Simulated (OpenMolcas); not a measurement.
**A workflow on C2H6Si (SMILES C[Si]C)**

Wanted: a series of 14 runs (HF/ANO-RCC-MB, CASSCF(6,6)/ANO-RCC-VDZP, PC-NEVPT2(6,6)/ANO-RCC-VDZP, MC-PDFT[trevPBE](6,6)/ANO-RCC-VDZP, CASPT2[IPEA 0](6,6)/ANO-RCC-VDZP, CASPT2(6,6)/ANO-RCC-VDZP, MC-PDFT[tOPBE](6,6)/ANO-RCC-VDZP, MC-PDFT[ftPBE](6,6)/ANO-RCC-VDZP, and more) of C2H6Si. 

The results are computed with OpenMolcas 26.06.

1 further run of the same task is left out (it didn't finish).

## (1) Starting point

The species is C2H6Si (9 atoms), meant as a singlet with charge 0. As SMILES, `C[Si]C`. The shape is that of a PBE0-D4/def2-TZVP optimisation.

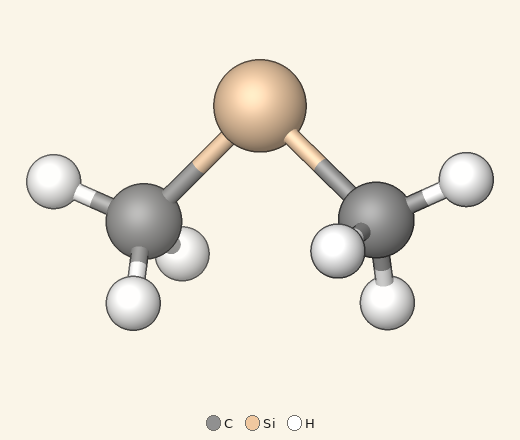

Viewed from a chosen angle; carbon grey, silicon light orange, hydrogen white.

## (2) A single-point energy at HF/ANO-RCC-MB (DKH2) (run 1)

coord.xyz reads:

```xyz
9

C     -0.527400     1.047300    -0.805300
Si     0.896800    -0.199700    -0.912800
C      0.601900    -1.069400     0.746000
H     -1.430700     0.480400    -1.082200
H     -0.439700     1.875000    -1.511000
H     -0.703500     1.436700     0.202600
H     -0.455600    -1.193000     1.001000
H      1.117900    -2.026600     0.837300
H      1.028800    -0.397000     1.507100
```

step1.input reads:

```
>>> EXPORT MOLCAS_PRINT=2
&GATEWAY
Coord=coord.xyz
Basis=ANO-RCC-MB
Group=NoSym
&SEWARD
&SCF
PrOrbitals=1 2
&LOCALISATION
Occupied
Freeze
Pipek-Mezey
&LOCALISATION
FileOrb=$Project.LocOrb
Virtual
Pipek-Mezey
```

Command:

```console
export MOLCAS_MEM=1860
pymolcas step1.input > step1.log
```

The log of the run:

```text
--- Start Module: gateway ---
[...]
--- Stop Module: gateway /rc=_RC_ALL_IS_WELL_ ---
[...]
      Basis functions           25
[...]
       Convergence after   9 Iterations
[...]
::    Total SCF energy                               -368.6222042618
[...]
      Total spin, S                                     0.0000000000
[...]
      Total electronic charge=   32.000000
      Total            charge=   -0.000000
[...]
      Dipole Moment (debye):
      Origin of the operator (angstrom)=    0.4325   -0.0978   -0.4358
                   X= -6.6619E-01               Y=  1.4594E-01               Z=  6.8331E-01           Total=  9.6541E-01
      Quadrupole Moment (debye*angstrom):
[...]
--- Start Module: localisation ---
[...]
--- Stop Module: localisation /rc=_RC_ALL_IS_WELL_ ---
--- Start Module: localisation ---
[...]
--- Stop Module: localisation /rc=_RC_ALL_IS_WELL_ ---
[...]
```

Run time: 1.9 s. Hardware: 1 thread of Intel Xeon 6975P-C (Granite Rapids), shared host; peak memory 0.38 GiB.

## (3) A single-point energy at CASSCF(6,6)/ANO-RCC-VDZP (DKH2, RICD fitting) (run 2)

coord.xyz is that of step 2.

step2.inp reads:

```
&gateway
coord=coord.xyz
basis=ANO-RCC-MB
group=NoSym
&seward
&rasscf
fileorb=$CurrDir/step1.LocOrb
alter=3
1 8 14
1 10 16
1 17 23
spin=1
nactel=6 0 0
inactive=13
ras2=6
orblisting=Nothing
>>> COPY $Project.RunFile RUNFIL1
>>> COPY $Project.RasOrb INPORB
&gateway
coord=coord.xyz
basis=ANO-RCC-VDZP
group=NoSym
ricd
&seward
>>> COPY $Project.RunFile RUNFIL2
&expbas
&rasscf
fileorb=$Project.ExpOrb
spin=1
nactel=6 0 0
inactive=13
ras2=6
orblisting=Nothing
```

Command:

```console
export MOLCAS_MEM=1860
pymolcas step2.inp > step2.log
```

The log of the run:

```text
--- Start Module: gateway ---
[...]
--- Stop Module: gateway /rc=_RC_ALL_IS_WELL_ ---
[...]
      Basis functions           25
[...]
      Number of active orbitals                  6
[...]
      Spin quantum number                      0.0
[...]
      Active orbitals                            6
[...]
      Number of CSFs                           175
[...]
      Number of root(s) required                 1
[...]
      Convergence after 14 iterations
[...]
      printout of CI-coefficients larger than  0.05 for root  1
      energy=    -368.664923
      conf/sym  111111     Coeff  Weight
             1  222000  -0.98309 0.96647
            13  220020   0.05857 0.00343
            19  2ud020  -0.06508 0.00424
            22  2ud002   0.06026 0.00363
            34  202002   0.05180 0.00268
            41  022200   0.06589 0.00434
      Natural orbitals and occupation numbers for root  1
      sym 1:   1.981260   1.977731   1.973147   0.019391   0.024384   0.024087
      ************************************************************************************************************************
      *                                                    Final results                                                     *
[...]
::    RASSCF root number  1 Total energy:   -368.66492296
[...]
      Basis functions           76
[...]
--- Start Module: expbas ---
[...]
--- Stop Module: expbas /rc=_RC_ALL_IS_WELL_ ---
--- Start Module: rasscf ---
[...]
      Convergence after 16 iterations
[...]
      Natural orbitals and occupation numbers for root  1
      sym 1:   1.981779   1.984419   1.979760   0.018103   0.015931   0.020008
      ************************************************************************************************************************
      *                                                    Final results                                                     *
[...]
::    RASSCF root number  1 Total energy:   -368.82788698
[...]
      Total electronic charge=   32.000000
      Total            charge=   -0.000000
[...]
      Dipole Moment (debye):
      Origin of the operator (angstrom)=    0.4325   -0.0978   -0.4358
                   X= -1.0268E+00               Y=  2.5523E-01               Z=  1.0272E+00           Total=  1.4747E+00
      Quadrupole Moment (debye*angstrom):
[...]
--- Stop Module: rasscf /rc=_RC_ALL_IS_WELL_ ---
[...]
```

Run time: 5.7 s. Hardware: 1 thread of Intel Xeon 6975P-C (Granite Rapids), shared host; peak memory 0.38 GiB.

Runs 3 to 13 aren't shown in full; the table further down has their settings and results.

## (4) The energy along one coordinate at CASSCF(6,6)/ANO-RCC-VDZP (DKH2, RICD fitting) (run 14)

step14.input reads:

```
>>> EXPORT MOLCAS_PRINT=2
>>> COPY $CurrDir/step2.RasOrb $Project.RasOrb
>>> ForEach K in (1, 2, 3, 4, 5, 6, 7, 8)
&GATEWAY
COORD
$CurrDir/point$K.xyz
BASIS
ANO-RCC-VDZP
GROUP
NoSym
RICD
&SEWARD
&RASSCF
FILEORB
$Project.RasOrb
SPIN
1
NACTEL
6 0 0
INACTIVE
13
RAS2
6
ORBLISTING
Nothing
>>> EndDo
```

Command:

```console
export MOLCAS_MEM=1860
pymolcas step14.input > step14.log
```

The log of the run:

```text
--- Start Module: gateway ---
[...]
      Basis functions           76
[...]
      Number of active orbitals                  6
[...]
      Spin quantum number                      0.0
[...]
      Active orbitals                            6
[...]
      Number of CSFs                           175
[...]
      Number of root(s) required                 1
[...]
      Convergence after  4 iterations
[...]
      Natural orbitals and occupation numbers for root  1
      sym 1:   1.981786   1.984420   1.979766   0.018097   0.015931   0.020001
      ************************************************************************************************************************
      *                                                    Final results                                                     *
[...]
::    RASSCF root number  1 Total energy:   -368.82788244
[...]
      Convergence after 11 iterations
[...]
      Natural orbitals and occupation numbers for root  1
      sym 1:   1.980487   1.984253   1.974091   0.019154   0.015995   0.026020
      ************************************************************************************************************************
      *                                                    Final results                                                     *
[...]
::    RASSCF root number  1 Total energy:   -368.82381447
[...]
      Convergence after 11 iterations
[...]
      Natural orbitals and occupation numbers for root  1
      sym 1:   1.978890   1.983569   1.860691   0.020357   0.016256   0.140236
      ************************************************************************************************************************
      *                                                    Final results                                                     *
[...]
::    RASSCF root number  1 Total energy:   -368.73193176
[...]
      Convergence after 12 iterations
[...]
      Natural orbitals and occupation numbers for root  1
      sym 1:   1.978799   1.983308   1.731422   0.020358   0.016431   0.269681
      ************************************************************************************************************************
      *                                                    Final results                                                     *
[...]
::    RASSCF root number  1 Total energy:   -368.69847759
[...]
      Convergence after 11 iterations
[...]
::    RASSCF root number  1 Total energy:   -368.67459846
[...]
--- Start Module: seward ---
[...]
      Convergence after 11 iterations
[...]
::    RASSCF root number  1 Total energy:   -368.66367761
[...]
      Total electronic charge=   32.000000
      Total            charge=   -0.000000
[...]
```

Run time: 26 s. Hardware: 1 thread of Intel Xeon 6975P-C (Granite Rapids), shared host.

The scan, from its lowest point:

```csv
H8–C3 (Å),energy (kJ/mol)
1.091,0.0
1.200,10.7
1.364,62.3
1.582,150.5
1.855,251.9
2.182,339.8
2.619,402.4
3.274,431.1
```

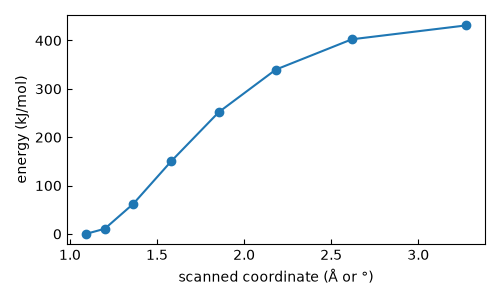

Energy along the scan.

## (5) Overview of the runs

| run | level | swaps | imaginary shift | partner | energy (Eh) | dipole moment (D) of the reference | wall time |
| --- | --- | --- | --- | --- | --- | --- | --- |
| 1 | HF/ANO-RCC-MB (DKH2) | – | – | base | -368.622204 | 0.97 | 1.9 s |
| 2 | CASSCF(6,6)/ANO-RCC-VDZP (DKH2, RICD fitting) | 3 | – | base | -368.827887 | 1.47 | 5.7 s |
| 3 | PC-NEVPT2(6,6)/ANO-RCC-VDZP (DKH2, RICD fitting, pt2 variant PC-NEVPT2) | 0 | – | base | -369.167171 | 1.47 | 3.3 s |
| 4 | MC-PDFT[trevPBE](6,6)/ANO-RCC-VDZP (DKH2, RICD fitting, hybrid share 0.25) | 0 | – | base | -369.582839 | 1.47 | 3.9 s |
| 5 | CASPT2[IPEA 0](6,6)/ANO-RCC-VDZP (DKH2, RICD fitting, ipea shift 0 Eh, pt2 variant SS) | 0 | – | C1–Si2 2.09 Å | -369.173289 | 1.24 | 4.5 s |
| 6 | CASPT2(6,6)/ANO-RCC-VDZP (DKH2, RICD fitting, ipea shift 0.25 Eh, pt2 variant SS) | 0 | 0.2 | base | -369.179038 | 1.47 | 3.9 s |
| 7 | CASPT2[IPEA 0](6,6)/ANO-RCC-VDZP (DKH2, RICD fitting, ipea shift 0 Eh, pt2 variant SS) | 0 | 0.2 | base | -369.179600 | 1.47 | 3.9 s |
| 8 | MC-PDFT[tOPBE](6,6)/ANO-RCC-VDZP (DKH2, RICD fitting) | 0 | – | rattled | -369.835787 | 1.50 | 6.9 s |
| 9 | CASSCF(6,6)/ANO-RCC-VDZP (DKH2, RICD fitting, population LoProp) | 0 | – | base | -368.827887 | 1.47 | 3.3 s |
| 10 | CASPT2[IPEA 0](6,6)/ANO-RCC-VDZP (DKH2, RICD fitting, ipea shift 0 Eh, pt2 variant SS, sigma1 shift 0.2) | 0 | – | base | -369.179630 | 1.47 | 4.2 s |
| 11 | CASSCF(6,6)/ANO-RCC-VDZP (DKH2, RICD fitting) | 0 | – | base | -368.827882 | – | 26 s |
| 12 | MC-PDFT[ftPBE](6,6)/ANO-RCC-VDZP (DKH2, RICD fitting) | 0 | – | base | -369.750202 | 1.47 | 3.9 s |
| 13 | CASPT2[IPEA 0.5](6,6)/ANO-RCC-VDZP (DKH2, RICD fitting, ipea shift 0.5 Eh, pt2 variant SS, sigma1 shift 0.2) | 0 | – | base | -369.178729 | 1.47 | 4.2 s |
| 14 | CASSCF(6,6)/ANO-RCC-VDZP (DKH2, RICD fitting) | 0 | – | base | -368.827882 | – | 26 s |

## (6) Results

| quantity | value |
| --- | --- |
| run 14, CASSCF(6,6)/ANO-RCC-VDZP: lowest energy of the scan | -368.82788 Eh |

**Reading.** Over runs 1, 2, 9 the dipole moment (its size) runs from 0.97 D (HF/ANO-RCC-MB) to 1.47 D (CASSCF(6,6)/ANO-RCC-VDZP). The two ends differ in method and basis. In run 1 the basis is minimal, so the values are rough. All runs together took 1.7 min, the longest 26 s.
